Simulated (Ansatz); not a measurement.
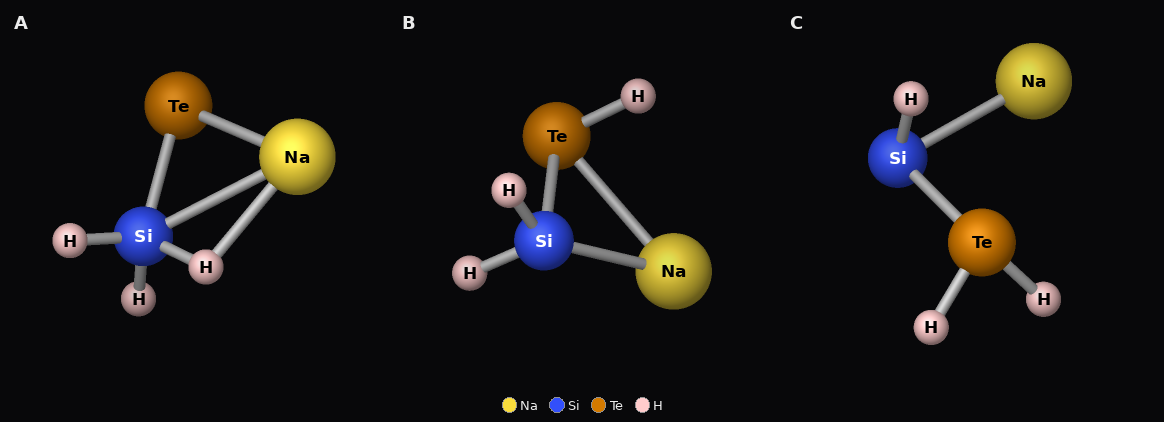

3 stationary structures of one formula. Geometries: PBE0-D4/def2-TZVP. Electronic energies: PBE-D4/def2-TZVPP (Ansatz 0.2.0), without zero-point energy. No frequency run is at hand to confirm each as a minimum.

Which is lowest in energy, and by how much?

A is lowest (Cs); B lies 28.3 kcal/mol above it (C1), C lies 72.8 kcal/mol above it (C1).
